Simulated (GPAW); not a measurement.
## Si2MoN4 (MoSi2N4-type monolayer): G0W0 on several meshes in GPAW

Aim: the GW shift of Si2MoN4 (MoSi2N4-type monolayer) against the k mesh.

Method: LDA and many-body steps on it, plane waves, in GPAW 26.7.0.

### Step 1. Starting point

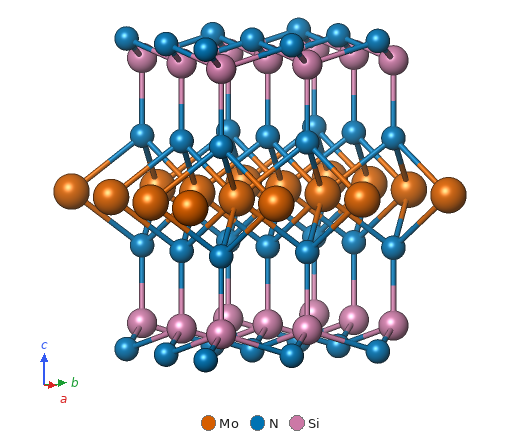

The cell as given, from the side, with the c axis up (molybdenum orange, nitrogen blue, silicon pink). 3×3×1 cells are drawn. Bonds to atoms that aren't drawn are left out. Some periodic images of atoms are drawn too.

The cell holds 7 atoms: 1 Mo, 4 N and 2 Si. Its edges and angles: a = 2.866 Å, b = 2.866 Å, c = 17.900 Å, α = 90.0°, β = 90.0°, γ = 120.0°. Vacuum lies along c.

As a file:

```xyz
7
Lattice="2.8663 0.0000 0.0000 -1.4332 2.4823 0.0000 0.0000 0.0000 17.9000" Properties=species:S:1:pos:R:3
Mo    0.0000    0.0000    8.9500
N     0.0000    1.6549   10.1750
N     0.0000    1.6549    7.7250
Si    0.0000    1.6549   11.9105
Si    0.0000    1.6549    5.9895
N     1.4332    0.8274   12.4173
N     1.4332    0.8274    5.4827
```

The structure was relaxed with LDA. The runs that relaxed it are not among those shown.

### Step 2. Empty states on the mesh, 9×9×1 mesh, 216 bands

This step: GPAW 26.7.0; DFT, LDA, plane waves, PAW.

The sums over transitions need many empty states on a uniform mesh; this step solves for them.

The input, run.py:

```python
import json
import numpy as np
from gpaw.mpi import world
from gpaw import GPAW

calc = GPAW('gs.gpw').fixed_density(kpts={'size': (9, 9, 1), 'gamma': True},
    nbands=252,
    convergence={'bands': 216},
    txt='nscf.txt')
calc.write('full.gpw', mode='all')
res = {}
kpts = calc.get_ibz_k_points()
res['kpts'] = kpts
res['eigenvalues'] = [calc.get_eigenvalues(kpt=k) for k in range(len(kpts))]
res['n_electrons'] = calc.get_number_of_electrons()

if world.rank == 0:
    with open('result.json', 'w') as f:
        json.dump(res, f, default=lambda x: x.tolist())
```

Started as:

```sh
mpirun -n 8 gpaw python run.py
```

Numbers of over 12 decimals in the logs are rounded to 6 here.

Output:

```text
Diagonalizing LCAO Hamiltonian
Converting LCAO to pw mode
convergence criteria:
- Maximum integral of absolute [eigenst]ate change: 4e-08 eV^2 / valence electron
maximum number of iterations: 100

SCF iterations
|iter     |     time |      energy | eigst |  dens |
|iter:   1|  |             | +4.32 |       |
|iter:   2|  |             | +3.13 |       |
|iter:   3|  |             | +2.01 |       |
[...]
|iter:  14|  |             | -6.70 |       |
|iter:  15|  |             | -7.21 |       |
|iter:  16|  |             | -7.56c|       |
SCF steps: 16
  __  _  _
 | _ |_)|_||  |
 |__||  | ||/\| - 26.7.0

Input parameters:
  mode=PW(ecut=600.0),
  convergence={'bands': 216},
  gpts=array([ 18,  18, 105]),
  kpts=MonkhorstPack(size=(9, 9, 1), gamma=True),
  maxiter=100,
  nbands=252,
  occupations=Occupations(name='fermi-dirac', width=0.001, fixmagmom=False),
  parallel={},
  xc=XC(name='LDA')
# Writing to full.gpw (mode='all')
  [... matrices ...]

timing:  # [seconds]
  Total: 0.423  # ━━━━━━━━━━━━━━━━━━━━━━━━━━━━━━━━━━━━━━━━━━━━━━━━━━━━━━━━━━━
```

Run time: 2.2 min. Hardware: 8 MPI ranks of Intel Xeon Platinum 8375C at 2.90GHz (Ice Lake), shared host; peak memory 1.9 GiB.

This step gave:

```yaml
gap: 1.756 eV
k_of_the_valence_top: 0, 0, 0
k_of_the_conduction_bottom: 0.3333, 0.3333, 0
least_direct_gap: 2.161 eV
k_points_computed: 12
lowest_point_of_the_top_converged_band_above_the_valence_top: 69.9049 eV
```

On this mesh the gap is 1.756 eV.

### Step 3. 9×9×1

Now the one-shot GW correction: screening in the RPA, then the self-energy of the levels asked for.

This step: G0W0 on LDA, plane waves, PAW.

The input, run.py:

```python
import json
import numpy as np
from gpaw.mpi import world
from gpaw.response.g0w0 import G0W0

gw = G0W0('full.gpw',
    filename='gw',
    kpts=[0, 6],
    bands=(19, 23),
    ecut=48,
    nbands=96,
    truncation='2D',
    integrate_gamma='sphere',
    q0_correction=True,
    frequencies={'type': 'nonlinear', 'domega0': 0.15, 'omega2': 15.0},
    eta=0.1,
    nblocksmax=True)
gw.calculate()
res = {mode: {k: v for k, v in r.items() if k != 'sigma_eskwn'}
       for mode, r in gw.all_results.items()}

if world.rank == 0:
    with open('result.json', 'w') as f:
        json.dump(res, f, default=lambda x: x.tolist())
```

Started as:

```sh
mpirun -n 8 gpaw python run.py
```

Output:

```text
Using integrator: PointIntegrator
NonLinearFrequencyDescriptor(from 0.000 to 99.497 eV, 178 points)
Nonperiodic BCs:  [False False  True]
Using integrator: PointIntegrator
NonLinearFrequencyDescriptor(from 0.000 to 99.497 eV, 178 points)
Nonperiodic BCs:  [False False  True]
Applying analytical 2D correction to W:
    Evaluating Gamma point contribution to W on a 27x27x1 grid
  ___  _ _ _
 |   || | | |
 | | || | | |
 |__ ||_____|
 |___|

BZ k-points: Symmetries present (total): 12

  [... matrices ...]
81 k-points: 9 x 9 x 1 Monkhorst-Pack grid
12 k-points in the irreducible part of the Brillouin zone
       k-points in crystal coordinates                weights
   0:     0.00000000    0.00000000    0.00000000          1/81
   1:     0.11111111    0.00000000    0.00000000          6/81
   2:     0.22222222   -0.11111111    0.00000000          6/81
   3:     0.22222222    0.00000000    0.00000000          6/81
   4:     0.33333333   -0.11111111    0.00000000         12/81
   5:     0.33333333    0.00000000    0.00000000          6/81
   6:     0.33333333    0.33333333    0.00000000          2/81
   7:     0.44444444   -0.22222222    0.00000000          6/81
   8:     0.44444444   -0.11111111    0.00000000         12/81
   9:     0.44444444    0.00000000    0.00000000          6/81
          ...
  11:     0.44444444    0.44444444    0.00000000          6/81

Distributing spins, k-points and bands (1 x 2 x 4) over 1 process
Number of blocks: 8

Quasi particle states:
k-points (IBZ indices): [0, 6]
Band range: (19, 23)
  [... matrices ...]
Computational parameters:
Plane wave cut-off: 48 eV
Number of bands: 96
Coulomb cutoff: 2D
Broadening: 0.1 eV

fxc modes: GW
Kernel: RPA
Using full-frequency real axis integration
Summing all q:

Calculating screened Coulomb potential
2D Coulomb truncation
NonLinearFrequencyDescriptor(from 0.000 to 99.497 eV, 178 points)
Removing empty qpoint cache files...

Calculating chi0 body with:
    Ground state adapter containing:
    Number of spins: 1
    Number of kpoints: 81
    Number of irreducible kpoints: 12
    Number of completely occupied states: 21
    Number of partially occupied states: 21
    Occupied states memory: 10.901184 M / cpu

    Linear response parametrization:
    q_c: [0.0, 0.0, 0.0]
    Number of frequency points: 178
    Planewave cutoff: 48.0
    Number of bands: 96
    Number of planewaves: 111
    Broadening (eta): 0.1
    comm.size: 8
    kncomm.size: 1
    blockcomm.size: 8

    Memory estimate of potentially large arrays:
        chi0_wGG: 4.183079 M / cpu
Integrating chi0 body.

Symmetries of q_c:
    Direct symmetries (Uq -> q): 12
    Indirect symmetries (TUq -> q): 12
In total 24 allowed symmetries.

  [... matrices ...]
12 groups of equivalent kpoints. 85.185185% reduction.

Integral kind: spectral function
Integrating chi0 head and wings.

Symmetries of q_c:
    Direct symmetries (Uq -> q): 12
    Indirect symmetries (TUq -> q): 12
In total 24 allowed symmetries.

  [... matrices ...]
12 groups of equivalent kpoints. 85.185185% reduction.

Integral kind: spectral function wings

Calculating chi0 body with:
    Ground state adapter containing:
    Number of spins: 1
    Number of kpoints: 81
    Number of irreducible kpoints: 12
    Number of completely occupied states: 21
    Number of partially occupied states: 21
[... the further q-points ...]

Results:
f:      Occupation numbers
eps:     KS-eigenvalues [eV]
vxc:     KS vxc [eV]
exx:     Exact exchange [eV]
sigma:   Self-energies [eV]
dsigma:  Self-energy derivatives
Z:       Renormalization factors
qp:      QP-energies [eV]

k-point 0 (0): (0.000, 0.000, 0.000)                GW
band       f     eps     vxc     exx   sigma  dsigma       Z      qp
                                                                   GW
  19   1.000   0.272 -17.582 -21.218   3.677  -0.303   0.767   0.303
  20   1.000   2.724 -20.240 -21.023   1.785  -0.290   0.775   3.501
  21   0.000   5.601 -20.557 -15.262  -2.742  -0.312   0.762   7.547
  22   0.000   5.602 -20.557 -15.262  -2.742  -0.312   0.762   7.547

k-point 1 (6): (0.333, 0.333, 0.000)                GW
band       f     eps     vxc     exx   sigma  dsigma       Z      qp
                                                                   GW
  19   1.000   0.387 -17.460 -21.048   3.436  -0.296   0.772   0.270
  20   1.000   2.320 -20.307 -20.843   1.668  -0.292   0.774   3.196
  21   0.000   4.481 -21.882 -17.360  -2.026  -0.296   0.772   6.406
  22   0.000   6.966 -22.614 -16.070  -3.842  -0.367   0.731   8.942
```

Wall time 4.9 min (8 MPI ranks); peak memory 3.9 GiB.

This step gave:

| Item | Value |
| --- | --- |
| G0W0 gap on the points computed | 2.905 eV |
| least direct G0W0 gap on the computed points | 3.210 eV |
| Z at the valence top | 0.7754 |
| Z at the conduction bottom | 0.7716 |
| starting gap on the mesh | 1.756 eV |
| k of the valence top | 0, 0, 0 |
| k of the conduction bottom | 0.3333, 0.3333, 0 |

The gap on the mesh goes from 1.76 eV to 2.90 eV, a correction of +1.15 eV.

### Step 4. Empty states on the mesh, 6×6×1 mesh, 106 bands

This step: DFT, LDA, plane waves, PAW.

The input, run.py:

```python
import json
import numpy as np
from gpaw.mpi import world
from gpaw import GPAW

calc = GPAW('gs.gpw').fixed_density(kpts={'size': (6, 6, 1), 'gamma': True},
    nbands=123,
    convergence={'bands': 106},
    txt='nscf.txt')
calc.write('full.gpw', mode='all')
res = {}
kpts = calc.get_ibz_k_points()
res['kpts'] = kpts
res['eigenvalues'] = [calc.get_eigenvalues(kpt=k) for k in range(len(kpts))]
res['n_electrons'] = calc.get_number_of_electrons()

if world.rank == 0:
    with open('result.json', 'w') as f:
        json.dump(res, f, default=lambda x: x.tolist())
```

Started as:

```sh
mpirun -n 8 gpaw python run.py
```

Output:

```text
Diagonalizing LCAO Hamiltonian
Converting LCAO to pw mode
convergence criteria:
- Maximum integral of absolute [eigenst]ate change: 4e-08 eV^2 / valence electron
maximum number of iterations: 100

SCF iterations
|iter     |     time |      energy | eigst |  dens |
|iter:   1|  |             | +3.83 |       |
|iter:   2|  |             | +2.59 |       |
|iter:   3|  |             | +1.53 |       |
[...]
|iter:  12|  |             | -7.00 |       |
|iter:  13|  |             | -7.39 |       |
|iter:  14|  |             | -7.96c|       |
SCF steps: 14
  __  _  _
 | _ |_)|_||  |
 |__||  | ||/\| - 26.7.0

Input parameters:
  mode=PW(ecut=600.0),
  convergence={'bands': 106},
  gpts=array([ 18,  18, 105]),
  kpts=MonkhorstPack(size=(6, 6, 1), gamma=True),
  maxiter=100,
  nbands=123,
  occupations=Occupations(name='fermi-dirac', width=0.001, fixmagmom=False),
  parallel={},
  xc=XC(name='LDA')
# Writing to full.gpw (mode='all')
  [... matrices ...]

timing:  # [seconds]
  Total: 0.185  # ━━━━━━━━━━━━━━━━━━━━━━━━━━━━━━━━━━━━━━━━━━━━━━━━━━━━━━━━━━━
```

Elapsed: 30 s, on 8 MPI ranks; peak memory 1.7 GiB.

Numbers from this step:

| Item | Value |
| --- | --- |
| gap | 1.756 eV |
| k of the valence top | 0, 0, 0 |
| k of the conduction bottom | 0.3333, 0.3333, 0 |
| least direct gap | 2.161 eV |
| k points computed | 7 |
| lowest point of the top converged band, above the valence top | 37.78 eV |

On this mesh the gap is 1.756 eV.

### Step 5. 6×6×1

This step: G0W0 on LDA, plane waves, PAW.

The input, run.py:

```python
import json
import numpy as np
from gpaw.mpi import world
from gpaw.response.g0w0 import G0W0

gw = G0W0('full.gpw',
    filename='gw',
    kpts=[0, 4],
    bands=(19, 23),
    ecut=48,
    nbands=96,
    truncation='2D',
    integrate_gamma='sphere',
    q0_correction=True,
    frequencies={'type': 'nonlinear', 'domega0': 0.15, 'omega2': 15.0},
    eta=0.1,
    nblocksmax=True)
gw.calculate()
res = {mode: {k: v for k, v in r.items() if k != 'sigma_eskwn'}
       for mode, r in gw.all_results.items()}

if world.rank == 0:
    with open('result.json', 'w') as f:
        json.dump(res, f, default=lambda x: x.tolist())
```

Started as:

```sh
mpirun -n 8 gpaw python run.py
```

Output:

```text
Using integrator: PointIntegrator
NonLinearFrequencyDescriptor(from 0.000 to 99.497 eV, 178 points)
Nonperiodic BCs:  [False False  True]
Using integrator: PointIntegrator
NonLinearFrequencyDescriptor(from 0.000 to 99.497 eV, 178 points)
Nonperiodic BCs:  [False False  True]
Applying analytical 2D correction to W:
    Evaluating Gamma point contribution to W on a 39x39x1 grid
  ___  _ _ _
 |   || | | |
 | | || | | |
 |__ ||_____|
 |___|

BZ k-points: Symmetries present (total): 12

  [... matrices ...]
36 k-points: 6 x 6 x 1 Monkhorst-Pack grid + [1/12,1/12,0.000000]
7 k-points in the irreducible part of the Brillouin zone
       k-points in crystal coordinates                weights
   0:     0.00000000    0.00000000    0.00000000          1/36
   1:     0.16666667    0.00000000    0.00000000          6/36
   2:     0.33333333   -0.16666667    0.00000000          6/36
   3:     0.33333333    0.00000000    0.00000000          6/36
   4:     0.33333333    0.33333333    0.00000000          2/36
   5:     0.50000000    0.33333333    0.00000000         12/36
   6:     0.50000000    0.50000000    0.00000000          3/36

Distributing spins, k-points and bands (1 x 2 x 4) over 1 process
Number of blocks: 8

Quasi particle states:
k-points (IBZ indices): [0, 4]
Band range: (19, 23)
  [... matrices ...]
Computational parameters:
Plane wave cut-off: 48 eV
Number of bands: 96
Coulomb cutoff: 2D
Broadening: 0.1 eV

fxc modes: GW
Kernel: RPA
Using full-frequency real axis integration
Summing all q:

Calculating screened Coulomb potential
2D Coulomb truncation
NonLinearFrequencyDescriptor(from 0.000 to 99.497 eV, 178 points)
Removing empty qpoint cache files...

Calculating chi0 body with:
    Ground state adapter containing:
    Number of spins: 1
    Number of kpoints: 36
[...]
q_c: [1.3877787807814457e-17, 1.3877787807814457e-17, 0.0]
    Number of frequency points: 178
    Planewave cutoff: 48.0
    Number of bands: 96
    Number of planewaves: 111
    Broadening (eta): 0.1
    comm.size: 8
    kncomm.size: 1
    blockcomm.size: 8

    Memory estimate of potentially large arrays:
        chi0_wGG: 4.183079 M / cpu
Integrating chi0 body.

Symmetries of q_c:
    Direct symmetries (Uq -> q): 12
    Indirect symmetries (TUq -> q): 12
In total 24 allowed symmetries.

  [... matrices ...]
7 groups of equivalent kpoints. 80.555556% reduction.

Integral kind: spectral function
Integrating chi0 head and wings.

Symmetries of q_c:
    Direct symmetries (Uq -> q): 12
    Indirect symmetries (TUq -> q): 12
In total 24 allowed symmetries.

  [... matrices ...]
7 groups of equivalent kpoints. 80.555556% reduction.

Integral kind: spectral function wings

Calculating chi0 body with:
    Ground state adapter containing:
    Number of spins: 1
    Number of kpoints: 36
    Number of irreducible kpoints: 7
    Number of completely occupied states: 21
    Number of partially occupied states: 21
[... the further q-points ...]

Results:
f:      Occupation numbers
eps:     KS-eigenvalues [eV]
vxc:     KS vxc [eV]
exx:     Exact exchange [eV]
sigma:   Self-energies [eV]
dsigma:  Self-energy derivatives
Z:       Renormalization factors
qp:      QP-energies [eV]

k-point 0 (0): (0.000, 0.000, 0.000)                GW
band       f     eps     vxc     exx   sigma  dsigma       Z      qp
                                                                   GW
  19   1.000   0.272 -17.582 -21.214   3.743  -0.307   0.765   0.357
  20   1.000   2.724 -20.240 -21.001   1.840  -0.297   0.771   3.557
  21   0.000   5.601 -20.557 -15.268  -2.787  -0.313   0.762   7.507
[...]
k-point 1 (4): (0.333, 0.333, 0.000)                GW
band       f     eps     vxc     exx   sigma  dsigma       Z      qp
                                                                   GW
[...]
21   0.000   4.481 -21.882 -17.291  -2.165  -0.302   0.768   6.344
  22   0.000   6.966 -22.614 -16.072  -3.882  -0.371   0.730   8.907
```

Run time: 65 s. Hardware: 8 MPI ranks; peak memory 3.2 GiB; 8.4 min of CPU time.

This step gave:

- G0W0 gap on the points computed: 2.787 eV
- least direct G0W0 gap on the computed points: 3.102 eV
- Z at the valence top: 0.7711
- Z at the conduction bottom: 0.7679
- starting gap on the mesh: 1.756 eV
- k of the valence top: 0, 0, 0
- k of the conduction bottom: 0.3333, 0.3333, 0

Against G0W0 in GPAW (9×9×1 mesh, 96 bands, screening to 48 eV, full frequency, Hilbert transform), the gap moves by −0.118 eV.

### Step 6. The runs together

Times are wall times on 8 MPI ranks of Intel Xeon Platinum 8375C at 2.90GHz (Ice Lake), shared host, good to a factor of about two.

```
  run   mesh  bands  screening cutoff (eV)  DFT gap (eV)  gap on the mesh (eV)  direct (eV)     time
9×9×1  9×9×1     96                     48         1.756                 2.905        3.210  4.9 min
6×6×1  6×6×1     96                     48         1.756                 2.787        3.102     65 s
```

### Step 7. Summary of results

* 9×9×1: 2.905 eV
* 6×6×1: 2.787 eV
* known limits: not at the basis limit; no spin-orbit coupling

What this shows: 6×6×1: −0.118 eV against 9×9×1. Bands and cutoff are finite, so the gap is not at the basis limit. The miss can reach some tenths of an eV and take either sign; the mesh is an error of its own. These stock PAW sets were not made for GW. In the G0W0 runs levels were corrected at 2 k points alone, so a gap called «on the mesh» is the least over those, and an edge elsewhere would be missed. The many-body steps are scalar-relativistic: spin-orbit coupling is not in them.

[Paths, hosts, dates, memory and timing lines, banners, echoed tables and standing remarks are left out of the program output.]

[Logs are printed without paths, hosts, clocks, repeated set-up lines and the standing remarks that a program may print on its own settings, such as how far it seeks lower states.]

[Runs of the session that timed out or met a known fault of the program may be left out.]

[Hosts, paths, dates, database ids (printed as entryN), source tags and the programs' standing remarks are cut or masked in the printed files.]
